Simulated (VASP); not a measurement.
Band structure of O (relaxed from the simple-cubic structure, space group Pm-3m). All values below come from r2SCAN meta-GGA, VASP's PBE PAW potentials (set 64) (plane waves; VASP).

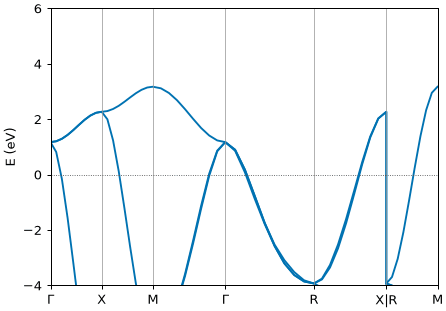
Bands along high-symmetry lines, zero at the valence-band maximum or, without a gap, the Fermi level

### Question
Read the plot: is there a gap, and where are the band edges?

### Answer
It has no gap at this level: it comes out as a metal or semimetal.

The structure was generated: O was put into the simple-cubic type (Pm-3m), which need not be its known phase. It was relaxed first, which changed the volume by -15 %.
